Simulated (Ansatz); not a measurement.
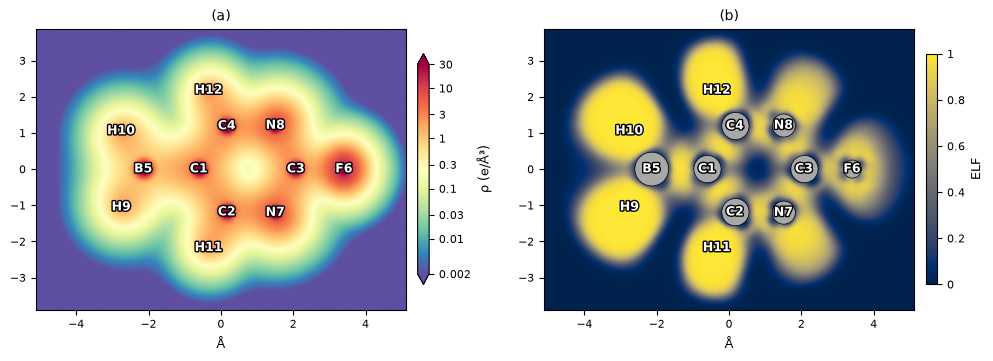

*C4H4BFN2. (a) total electron density; (b) electron localisation function on the molecular plane. Grey discs cover the atomic cores in the ELF map.*

Geometry: PBE-D3(BJ)/def2-SVP.

All numbers below come from Ansatz 0.2.0, isolated molecule in a Gaussian basis; Kohn-Sham density functional theory, functional PBE0.

Input file:

```
crystal:
  periodic: [false, false, false]
  atoms:
    - {symbol: C, position_ang: [-0.543091, 0.837208, -0.045562]}
    - {symbol: C, position_ang: [-0.555653, 0.708185, 1.368247]}
    - {symbol: C, position_ang: [-0.216500, 2.918901, 1.613988]}
    - {symbol: C, position_ang: [-0.342023, 2.166215, -0.502699]}
    - {symbol: B, position_ang: [-0.731078, -0.358415, -0.998803]}
    - {symbol: F, position_ang: [-0.055263, 3.947901, 2.434300]}
    - {symbol: N, position_ang: [-0.394014, 1.738213, 2.206576]}
    - {symbol: N, position_ang: [-0.177970, 3.212765, 0.314430]}
    - {symbol: H, position_ang: [-0.899953, -1.474872, -0.547192]}
    - {symbol: H, position_ang: [-0.710657, -0.185022, -2.202327]}
    - {symbol: H, position_ang: [-0.704914, -0.283719, 1.832689]}
    - {symbol: H, position_ang: [-0.314501, 2.380983, -1.586664]}
basis:
  gaussian:
    orbitals: def2-SVPD
hamiltonian:
  xc: {name: PBE0}
output:
  forces: true
  orbitals: {seedname: orbitals}
```

Launched as:

```sh
ansatz run input.yaml --threads 2 --pin off --max-ram 5220MiB --events-out events.jsonl --progress --plain --runs-dir runs
```

Question: What does the map show?

Answer: The plane passes through C, B, F, N and H nuclei. C–F (1.33 Å): the density is about 2.4 e/Å³ at the midpoint; the ELF peaks at about 0.85 between the atoms, as expected for a shared but strongly polarised pair. C–N (1.33 Å): ρ at the midpoint is about 2.5 e/Å³; the ELF peaks at about 0.90 between the atoms (localised, covalent bonding). C–C (1.42 Å): ρ at the midpoint is about 2 e/Å³; the ELF peaks at about 0.95 between the atoms: localised, covalent bonding. C–B (1.54 Å): ρ is about 1.5 e/Å³ halfway; the ELF peaks at about 1 between the atoms; localised, covalent bonding. C–H (1.11 Å): ρ at the midpoint is about 2 e/Å³; the ELF climbs to about 1 towards the hydrogen, as it does in any bond to H: an ordinary covalent bond to hydrogen. The ELF also peaks beside N7, F6 and N8, away from the bonds: lone-pair regions.
